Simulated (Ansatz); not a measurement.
# Geometry relaxation, with input and output: TiNH$_{4}$ClOF$_{2}$ (part 1 of 2)

TiNH$_{4}$ClOF$_{2}$, computed with RKS B3LYP-D4/def2-SVP (Ansatz 0.2.0).

The input holds or restrains some coordinates. It belongs to a series of runs on one base structure; here: pulled along the bonds that form and break, towards end B.

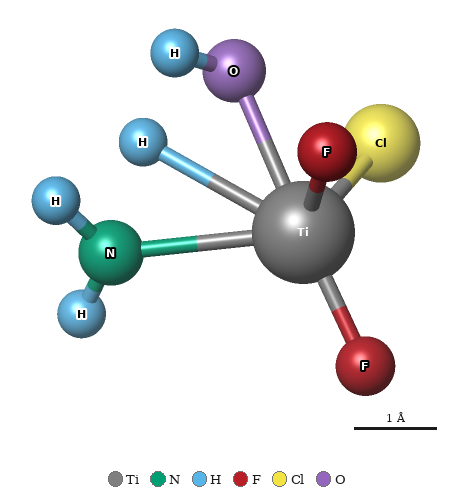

*The starting structure (ball-and-stick view, seen at a tilt). Sticks mark near contacts.*

**The input**
```yaml
crystal:
  periodic: [false, false, false]
  atoms:
    - { symbol: Ti, position_ang: [0.0, 0.0, 0.0] }
    - { symbol: "N", position_ang: [0.0, 0.0, 2.41] }
    - { symbol: H, position_ang: [-0.877, -0.2713, 2.94] }
    - { symbol: H, position_ang: [0.877, 0.2713, 2.94] }
    - { symbol: F, position_ang: [1.7257, 0.0, -0.6094] }
    - { symbol: Cl, position_ang: [-1.1163, 1.9339, -0.7892] }
    - { symbol: F, position_ang: [-0.8619, -1.4933, -0.6094] }
    - { symbol: O, position_ang: [0.8322, 1.9354, 0.7] }
    - { symbol: H, position_ang: [1.6233, 1.7635, 1.304] }
    - { symbol: H, position_ang: [0.5284, 1.2288, 1.9025] }
basis:
  gaussian: { orbitals: def2-SVP }
hamiltonian:
  xc: b3lyp
  dispersion: d4
relax:
  f_tol: 0.15
  max_steps: 25
  restrain:
    - { distance: [0, 7], at: 1.92, k: 30.0 }
    - { distance: [9, 1], at: 1.06, k: 30.0 }
    - { distance: [0, 1], at: 3.26, k: 30.0 }
    - { distance: [9, 7], at: 2.21, k: 30.0 }
output:
  orbitals: {}
```

Machine: 4 threads of Intel Xeon @ 2.50GHz (Skylake/Cascade Lake), 12 GiB of memory available, shared host.

Command:
```bash
ansatz run input.yaml --threads 4 --pin off --max-ram 5120MiB --backend cpu --events-out ev --progress --plain --runs-dir out
```

**Output**
```
The last accepted step is kept in [file] (removed where the run ends without a failure and the disk answers)
Engine: ansatz 0.2.0, x86_64-unknown-linux-gnu
Functional definition: B3LYP
  parameter a0 = 0.2
  parameter ax = 0.72
  parameter ac = 0.81
  exchange = (1 - a0 - ax)*slater_x + ax*b88_x + a0*exact_x
  correlation = (1 - ac)*vwn_rpa_c + ac*lyp_c
1373 factors; integrals over basis functions are off by at most 2.6e-4 eV
mean field evaluation 1: about -44644.6952 eV, gradient 9.3e1 eV
mean field evaluation 2: about -44015.9119 eV, gradient 4.5e2 eV
mean field evaluation 4: about -44599.2150 eV, gradient 1.9e2 eV
mean field evaluation 8: about -44663.4306 eV, gradient 3.8e0 eV
mean field evaluation 16: about -44663.5025 eV, gradient 3.8e-3 eV
mean field -44663.50253438 eV, -1641.3534441293 hartree, gradient 1.2e-5 eV, S^2 0.000000; 0 other end points of the search recorded, 0 dependent functions left out
the calculation of the forces begins
reference -44663.50289796 eV, -1641.3534574904 hartree; 38, 38 occupied and 87, 87 virtual orbitals, 1373 factors
relax step   1: F+E_penalty+E_count = -44663.88206849 eV  Δ(F+E_penalty+E_count) = +0.000e0 eV  max|allowed force component| = 4.399e0 eV/Å  E_restraint = 23.43390422 eV  max|allowed force component, restraints' pulls added| = 2.253e1 eV/Å  Δτ_max = 0.0000 Å  (37 SCF iters, accepted)
  distance Ti 0 - O 7 = 2.2200 Å
  distance H 9 - N 1 = 1.4306 Å
  distance Ti 0 - N 1 = 2.4100 Å
  distance H 9 - O 7 = 1.4274 Å
these checks for a lower state are left out or cut short: starts, cluster_reference, orbital_swaps, neighbouring_geometries, increment
1373 factors; integrals over basis functions are off by at most 2.3e-4 eV
mean field -44663.65845186 eV, -1641.3591739907 hartree, gradient 2.1e-5 eV, S^2 0.000000; 0 other end points of the search recorded, 0 dependent functions left out
[... from here on the field's lines of each further geometry are left out, up to the last ...]
relax step   2: F+E_penalty+E_count = -44664.02033642 eV  Δ(F+E_penalty+E_count) = -1.383e-1 eV  max|allowed force component| = 4.326e0 eV/Å  E_restraint = 10.18687215 eV  max|allowed force component, restraints' pulls added| = 1.540e1 eV/Å  Δτ_max = 0.1948 Å  (45 SCF iters, accepted)
relax step   3: F+E_penalty+E_count = -44664.55653768 eV  Δ(F+E_penalty+E_count) = -5.362e-1 eV  max|allowed force component| = 4.000e0 eV/Å  E_restraint = 3.14237719 eV  max|allowed force component, restraints' pulls added| = 7.190e0 eV/Å  Δτ_max = 0.1948 Å  (45 SCF iters, accepted)
relax step   4: F+E_penalty+E_count = -44665.61453943 eV  Δ(F+E_penalty+E_count) = -1.058e0 eV  max|allowed force component| = 4.019e0 eV/Å  E_restraint = 0.35686505 eV  max|allowed force component, restraints' pulls added| = 3.721e0 eV/Å  Δτ_max = 0.1945 Å  (43 SCF iters, accepted)
relax step   5: F+E_penalty+E_count = -44666.64072230 eV  Δ(F+E_penalty+E_count) = -1.026e0 eV  max|allowed force component| = 4.855e0 eV/Å  E_restraint = 0.03160960 eV  max|allowed force component, restraints' pulls added| = 4.874e0 eV/Å  Δτ_max = 0.1948 Å  (43 SCF iters, accepted)
relax step   6: F+E_penalty+E_count = -44667.47736366 eV  Δ(F+E_penalty+E_count) = -8.366e-1 eV  max|allowed force component| = 2.067e0 eV/Å  E_restraint = 0.03766322 eV  max|allowed force component, restraints' pulls added| = 1.396e0 eV/Å  Δτ_max = 0.1950 Å  (42 SCF iters, accepted)
relax step   7: F+E_penalty+E_count = -44667.89444087 eV  Δ(F+E_penalty+E_count) = -4.171e-1 eV  max|allowed force component| = 1.561e0 eV/Å  E_restraint = 0.04397063 eV  max|allowed force component, restraints' pulls added| = 1.002e0 eV/Å  Δτ_max = 0.1999 Å  (40 SCF iters, accepted)
relax step   8: F+E_penalty+E_count = -44668.15874080 eV  Δ(F+E_penalty+E_count) = -2.643e-1 eV  max|allowed force component| = 1.204e0 eV/Å  E_restraint = 0.04081048 eV  max|allowed force component, restraints' pulls added| = 5.065e-1 eV/Å  Δτ_max = 0.1993 Å  (40 SCF iters, accepted)
relax step   9: F+E_penalty+E_count = -44668.24025985 eV  Δ(F+E_penalty+E_count) = -8.152e-2 eV  max|allowed force component| = 1.188e0 eV/Å  E_restraint = 0.05245852 eV  max|allowed force component, restraints' pulls added| = 1.158e-1 eV/Å  Δτ_max = 0.1408 Å  (42 SCF iters, accepted)
relax step  10: F+E_penalty+E_count = -44668.24493963 eV  Δ(F+E_penalty+E_count) = -4.680e-3 eV  max|allowed force component| = 1.260e0 eV/Å  E_restraint = 0.05776683 eV  max|allowed force component, restraints' pulls added| = 7.905e-1 eV/Å  Δτ_max = 0.1950 Å  (35 SCF iters, rejected (line search))
relax step  11: F+E_penalty+E_count = -44668.25201920 eV  Δ(F+E_penalty+E_count) = -1.176e-2 eV  max|allowed force component| = 1.214e0 eV/Å  E_restraint = 0.05390432 eV  max|allowed force component, restraints' pulls added| = 2.872e-1 eV/Å  Δτ_max = 0.0950 Å  (35 SCF iters, accepted)
relax step  12: F+E_penalty+E_count = -44668.26432448 eV  Δ(F+E_penalty+E_count) = -1.231e-2 eV  max|allowed force component| = 1.200e0 eV/Å  E_restraint = 0.05499770 eV  max|allowed force component, restraints' pulls added| = 3.241e-1 eV/Å  Δτ_max = 0.0993 Å  (36 SCF iters, accepted)
relax step  13: F+E_penalty+E_count = -44668.28318791 eV  Δ(F+E_penalty+E_count) = -1.886e-2 eV  max|allowed force component| = 1.138e0 eV/Å  E_restraint = 0.05593189 eV  max|allowed force component, restraints' pulls added| = 6.580e-1 eV/Å  Δτ_max = 0.1500 Å  (35 SCF iters, accepted)
relax step  14: F+E_penalty+E_count = -44668.31244199 eV  Δ(F+E_penalty+E_count) = -2.925e-2 eV  max|allowed force component| = 1.316e0 eV/Å  E_restraint = 0.05601677 eV  max|allowed force component, restraints' pulls added| = 8.139e-1 eV/Å  Δτ_max = 0.1942 Å  (35 SCF iters, accepted)
relax step  15: F+E_penalty+E_count = -44668.36323430 eV  Δ(F+E_penalty+E_count) = -5.079e-2 eV  max|allowed force component| = 1.205e0 eV/Å  E_restraint = 0.05809882 eV  max|allowed force component, restraints' pulls added| = 6.582e-1 eV/Å  Δτ_max = 0.1909 Å  (35 SCF iters, accepted)
relax step  16: F+E_penalty+E_count = -44668.41677396 eV  Δ(F+E_penalty+E_count) = -5.354e-2 eV  max|allowed force component| = 1.383e0 eV/Å  E_restraint = 0.06054840 eV  max|allowed force component, restraints' pulls added| = 5.713e-1 eV/Å  Δτ_max = 0.1950 Å  (36 SCF iters, accepted)
relax step  17: F+E_penalty+E_count = -44668.49287081 eV  Δ(F+E_penalty+E_count) = -7.610e-2 eV  max|allowed force component| = 1.378e0 eV/Å  E_restraint = 0.07066272 eV  max|allowed force component, restraints' pulls added| = 2.454e-1 eV/Å  Δτ_max = 0.2000 Å  (36 SCF iters, accepted)
relax step  18: F+E_penalty+E_count = -44668.53176351 eV  Δ(F+E_penalty+E_count) = -3.889e-2 eV  max|allowed force component| = 1.554e0 eV/Å  E_restraint = 0.06985873 eV  max|allowed force component, restraints' pulls added| = 4.854e-1 eV/Å  Δτ_max = 0.1942 Å  (35 SCF iters, accepted)
relax step  19: F+E_penalty+E_count = -44668.55463273 eV  Δ(F+E_penalty+E_count) = -2.287e-2 eV  max|allowed force component| = 2.074e0 eV/Å  E_restraint = 0.07952590 eV  max|allowed force component, restraints' pulls added| = 2.994e-1 eV/Å  Δτ_max = 0.1122 Å  (36 SCF iters, accepted)
relax step  20: F+E_penalty+E_count = -44668.57227174 eV  Δ(F+E_penalty+E_count) = -1.764e-2 eV  max|allowed force component| = 2.077e0 eV/Å  E_restraint = 0.09096431 eV  max|allowed force component, restraints' pulls added| = 3.576e-1 eV/Å  Δτ_max = 0.1132 Å  (36 SCF iters, accepted)
the calculation of the forces begins
reference -44668.24696637 eV, -1641.5277987890 hartree; 38, 38 occupied and 87, 87 virtual orbitals, 1373 factors
relax step  21: F+E_penalty+E_count = -44668.59384182 eV  Δ(F+E_penalty+E_count) = -2.157e-2 eV  max|allowed force component| = 1.971e0 eV/Å  E_restraint = 0.10793813 eV  max|allowed force component, restraints' pulls added| = 1.154e-1 eV/Å  Δτ_max = 0.0691 Å  (35 SCF iters, accepted)
  distance Ti 0 - O 7 = 1.8410 Å
  distance H 9 - N 1 = 1.0392 Å
  distance Ti 0 - N 1 = 3.2721 Å
  distance H 9 - O 7 = 2.2292 Å
1373 factors; integrals over basis functions are off by at most 5.6e-4 eV
mean field evaluation 192: about -44668.2466 eV, gradient 2.1e-5 eV
```

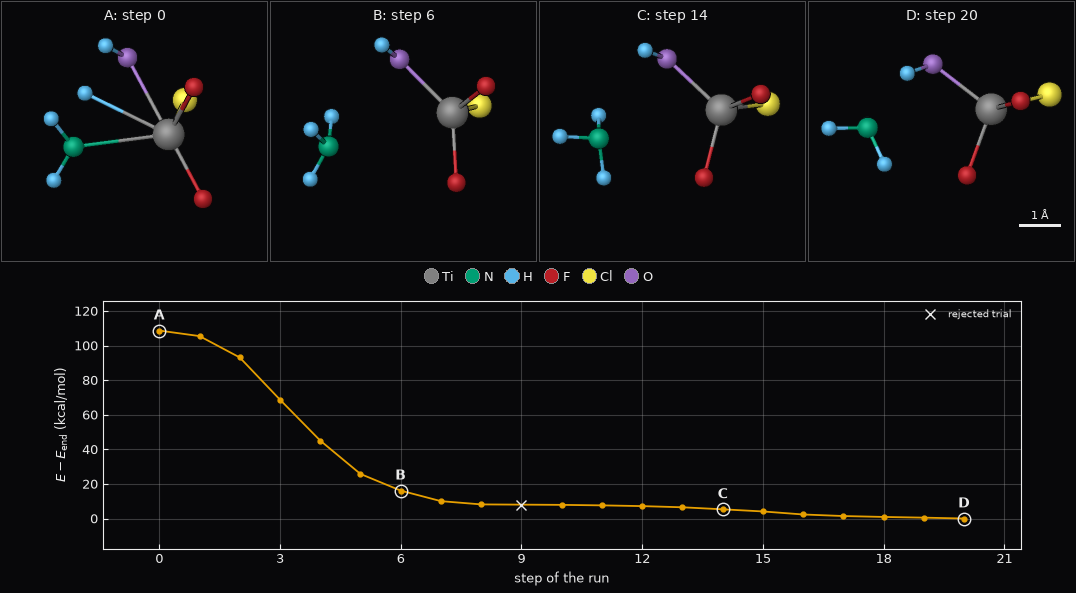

*Frames of the restrained relaxation (ball-and-stick view, seen at a tilt) above the curves, on which the letters mark them (the first geometry is step 0 here and step 1 in the log).*

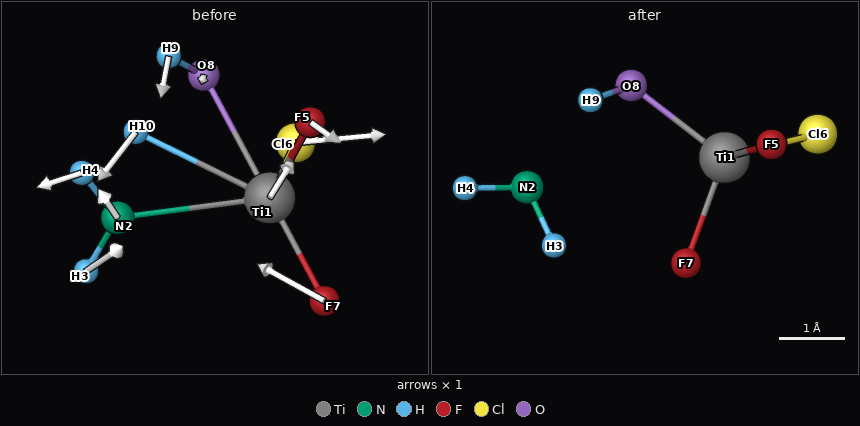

*Before (left) and after (right) the restrained relaxation, at one scale (ball-and-stick view, seen at a tilt). The white arrows give the displacements, at true length.*

Cl6 moves most after the best rigid fit: 1.45 Å. Largest moves by element: Cl 1.45 Å, F 1.38 Å, H 1.22 Å, Ti 0.83 Å, N 0.66 Å, O 0.18 Å. Distances before and after: Ti1–N2 2.410 → 3.272 Å, Ti1–H10 2.326 → 3.107 Å, N2–H10 1.431 → 1.039 Å, Ti1–O8 2.220 → 1.841 Å. New bonds form: N2–H10 (1.43 → 1.04 Å). Bonds break: Ti1–N2 (2.41 → 3.27 Å). Among the angles that change: F7–Ti1–O8 173.5° → 107.3°, Cl6–Ti1–O8 64.5° → 110.9°, F5–Ti1–O8 75.6° → 109.8°. The energy falls by 108.7 kcal/mol in 20 geometry steps. Largest force component: 4.4 eV/Å at the start, 2 eV/Å at the end. The line search rejected the trial step at point 9 (counted from 0) and went back. (Atoms are counted from 1 in the order of the input.)

```
mean field -44668.24660549 eV, -1641.5277855266 hartree, gradient 2.5e-5 eV, S^2 0.000000; 1 other end points of the search recorded, 0 dependent functions left out
the calculation of the forces begins
reference -44668.24696637 eV, -1641.5277987890 hartree; 38, 38 occupied and 87, 87 virtual orbitals, 1373 factors
Total energy: -44668.59420271 eV, -1641.5405594889 hartree
Atom 0 at     0.081696     0.660134    -0.505909 Å, force     0.718569     1.460343     1.185439 eV/Å
Atom 1 at     0.572561     0.191990     2.695138 Å, force    -0.428038     0.430132     0.261092 eV/Å
Atom 2 at     0.117552    -0.686012     2.437877 Å, force     0.001683     0.033026     0.004623 eV/Å
Atom 3 at     0.818280     0.139429     3.684507 Å, force     0.001845    -0.003833    -0.020819 eV/Å
Atom 4 at     1.362858    -0.365282    -1.083157 Å, force     0.014109    -0.015300    -0.000825 eV/Å
Atom 5 at    -0.880452     1.731507    -2.160955 Å, force    -0.002937     0.021629    -0.007481 eV/Å
Atom 6 at    -1.075222    -0.375267     0.310223 Å, force     0.021295     0.002850     0.019114 eV/Å
Atom 7 at     0.740555     1.838848     0.745355 Å, force    -0.571302    -1.209623    -1.970587 eV/Å
Atom 8 at     1.138618     1.298088     1.484891 Å, force     0.001273     0.015515     0.013418 eV/Å
Atom 9 at    -0.145044     0.934865     2.580530 Å, force     0.243504    -0.734739     0.516026 eV/Å
Dipole moment:    -0.043730    -0.210300     0.738125 e Å
```

**Trajectory as extended XYZ (Å, eV, eV/Å), 21 frames, from step=1 to step=21**
```
10
Properties=species:S:1:pos:R:3:forces:R:3 step=1 energy=-44663.88207
Ti    0.0000    0.0000    0.0000    1.7498   2.2299   0.1331
N     0.0000    0.0000    2.4100    1.3923   1.2456  -2.1154
H    -0.8770   -0.2713    2.9400    1.5559   0.9506  -0.3866
H     0.8770    0.2713    2.9400   -1.3192  -1.8388   0.2710
F     1.7257    0.0000   -0.6094   -2.5119  -1.0315   0.4707
Cl   -1.1163    1.9339   -0.7892   -0.5232  -2.2043  -0.4283
F    -0.8619   -1.4933   -0.6094    0.9855   1.8020   0.8820
O     0.8322    1.9354    0.7000    1.3369  -2.1444   4.3987
H     1.6233    1.7635    1.3040    0.3263   0.7327  -1.8270
H     0.5284    1.2288    1.9025   -2.9923   0.2583  -1.3981
10
Properties=species:S:1:pos:R:3:forces:R:3 step=2 energy=-44664.02034
Ti    0.0255    0.0880   -0.1635    1.4421   2.1807   1.1586
N     0.0174    0.0474    2.5295    1.5630   2.5221  -4.3256
H    -0.8698   -0.2623    2.9561    0.8579   1.0901   0.3565
H     0.8896    0.2565    2.9745    0.5855  -2.0703   2.1101
F     1.7281   -0.0140   -0.6177   -1.2002  -1.1351  -0.4290
Cl   -1.1301    1.9175   -0.8026   -0.9203  -1.5060  -0.9531
F    -0.8482   -1.4686   -0.5997    0.8969   1.7154   0.6827
O     0.8586    1.9143    0.6034    1.3073  -1.7493   3.3798
H     1.6201    1.7735    1.2739   -0.6666   0.3690  -1.9454
H     0.4401    1.1161    2.0345   -3.8655  -1.4166  -0.0347
10
Properties=species:S:1:pos:R:3:forces:R:3 step=3 energy=-44664.55654
Ti    0.0632    0.1738   -0.2853    0.4206   1.1888   1.8149
N     0.0364    0.0930    2.6175    0.7018   1.6504  -4.0003
H    -0.8627   -0.2450    2.9674    0.7136   0.9012   0.5187
H     0.9185    0.2217    3.0229    1.5104  -2.2672   2.7727
F     1.7304   -0.0334   -0.6354    0.4049  -1.2974  -1.0398
Cl   -1.1491    1.9033   -0.8234   -1.4644  -0.5515  -1.3943
F    -0.8316   -1.4357   -0.5889    1.0290   1.9878   0.6277
O     0.8913    1.8954    0.5016    1.1866  -1.5114   3.2067
H     1.5999    1.7745    1.2439   -1.0597   0.1932  -2.2234
H     0.3352    1.0208    2.1682   -3.4428  -0.2938  -0.2828
10
Properties=species:S:1:pos:R:3:forces:R:3 step=4 energy=-44665.61454
Ti    0.1251    0.2781   -0.4003   -0.2019   0.3242   2.0990
N     0.0277    0.1108    2.7210    4.0194   1.6267  -2.4472
H    -0.8479   -0.2371    3.0087   -0.7764  -0.1951   1.1055
H     0.9848    0.1218    3.1342   -1.5240  -1.6888   0.8088
F     1.7645   -0.0952   -0.7052    0.9019  -1.0856  -1.1847
Cl   -1.2248    1.8931   -0.9054   -1.3069  -0.0338  -1.3837
F    -0.7891   -1.3457   -0.5651    1.1075   2.0661   0.5121
O     0.9225    1.8582    0.4424    0.0810  -1.2803   1.9529
H     1.5899    1.7637    1.1745   -0.3429  -0.0457  -1.2791
H     0.1787    1.0205    2.2836   -1.9576   0.3124  -0.1837
```
